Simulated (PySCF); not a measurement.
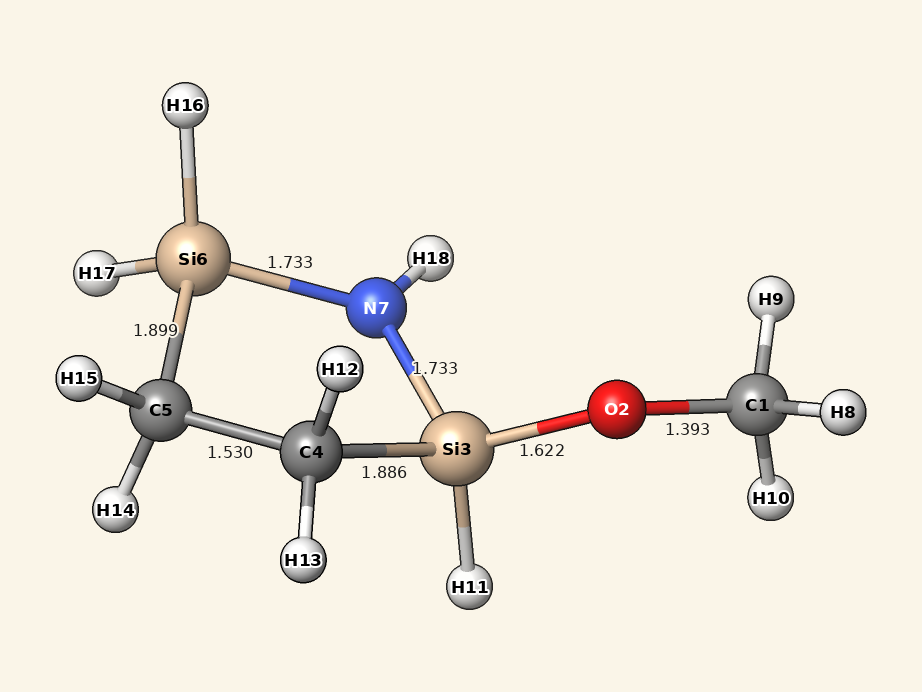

Bond lengths are marked in Å; every bond is drawn as one stick. Computed geometry: GFN2-xTB optimisation. No frequency run is at hand to confirm it as a minimum.

Assign a bond order to each marked bond.

C1–O2 single; O2–Si3 single; Si3–C4 single; Si3–N7 single; C4–C5 single; C5–Si6 single; Si6–N7 single.

Give the structure as SMILES.

CO[Si@H]1CC[SiH2]N1
